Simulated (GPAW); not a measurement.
Property calculation of BSiH4OF

- system: BSiH4OF
- method: RPBE/real-space grid, dispersion TS, scalar-relativistic datasets (GPAW 26.7.0)

The geometry comes from this level: UFF from SMILES.

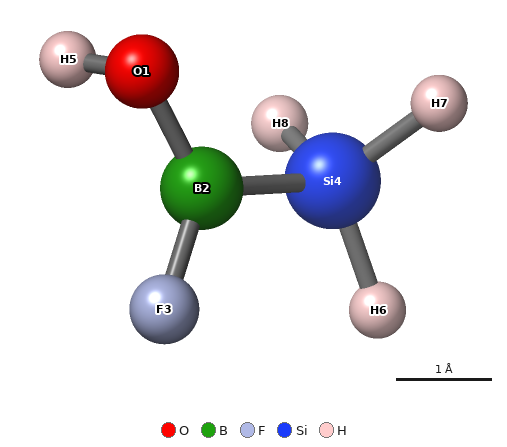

*The structure (ball-and-stick view, seen at a tilt; atoms are numbered from 1 in the order of the input).*

Bond lengths as drawn: B–F 1.44 Å, B–O 1.46 Å, B–Si 1.94 Å, H–O 0.99 Å and H–Si 1.47 Å.

**Summary**

| quantity | value |
| --- | --- |
| outcome | converged |
| energy relative to the program's reference atoms | −37.7168 eV |
| dispersion energy | −0.012993 hartree |
| largest force | 3.532 eV/Å |
| HOMO | −7.14 eV |
| LUMO | −2.67 eV |
| dipole moment | 1.78 D |
| hardware | 1 thread of Arm Neoverse V2, 24 GiB of memory available, shared host |
| wall time | 56 s |
| peak memory | 1.3 GiB |

**Input (calc.py)**
```python
import numpy as np
from ase import Atoms
from ase.calculators.vdwcorrection import vdWTkatchenko09prl
from ase.io import write
from ase.units import Debye
from gpaw import GPAW
from gpaw.analyse.hirshfeld import HirshfeldPartitioning
from gpaw.analyse.vdwradii import vdWradii
from gpaw.mpi import world
from rdkit import Chem
from rdkit.Chem import AllChem

rd = Chem.AddHs(Chem.MolFromSmiles("OB(F)[SiH3]"))
AllChem.EmbedMolecule(rd, randomSeed=322)
AllChem.UFFOptimizeMolecule(rd)
system = Atoms([a.GetSymbol() for a in rd.GetAtoms()], positions=rd.GetConformer().GetPositions())
write("start.xyz", system)
system.set_cell([13.0, 13.0, 13.0])
system.center()

gpaw_calc = GPAW(mode="fd",
                 h=0.16,
                 xc="RPBE",
                 maxiter=150,
                 legacy_gpaw=True,
                 txt="mol.txt")
system.calc = vdWTkatchenko09prl(HirshfeldPartitioning(gpaw_calc), vdWradii(system.get_chemical_symbols(), "PBE", world=world))

energy = system.get_potential_energy()
print(f"Energy                  {energy:.5f} eV")
forces = system.get_forces()
print("Forces (eV/Ang)")
for symbol, f in zip(system.symbols, forces):
    print(f'{symbol:2} {f[0]:9.4f} {f[1]:9.4f} {f[2]:9.4f}')
dipole = gpaw_calc.get_dipole_moment(system) / Debye
print(f"Dipole                  {np.linalg.norm(dipole):.3f} D")
homo, lumo = gpaw_calc.get_homo_lumo()
print(f"HOMO = {homo:.3f} eV")
print(f"LUMO = {lumo:.3f} eV")
print(f"Gap                     {lumo - homo:.3f} eV")
```

Launched with:
```bash
python3 -u calc.py | tee calc.out
```

**What the program printed**
```
Energy                  -37.71683 eV
Forces (eV/Ang)
O    -1.2413   -2.2096   -0.1218
B     3.2451   -0.7357   -1.1851
F    -0.4024    2.2392    1.3593
Si   -1.1455   -0.1000   -0.0296
H     0.1587    0.5536   -0.4859
H    -0.3882   -0.2960   -0.1160
H    -0.1397    0.4633   -0.1314
H    -0.0210    0.0457    0.5239
Dipole                  1.784 D
HOMO = -7.143 eV
LUMO = -2.669 eV
Gap                     4.474 eV
```

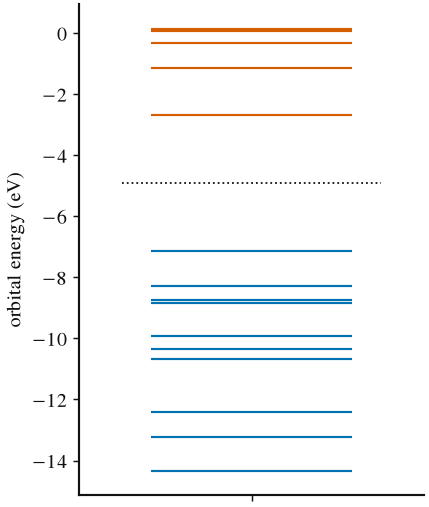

*Orbital energies near the frontier; the dotted line parts filled from empty levels, and levels within 0.02 eV of each other stand side by side.*

Highest filled −7.14 eV, lowest empty −2.67 eV, 4.47 eV apart.
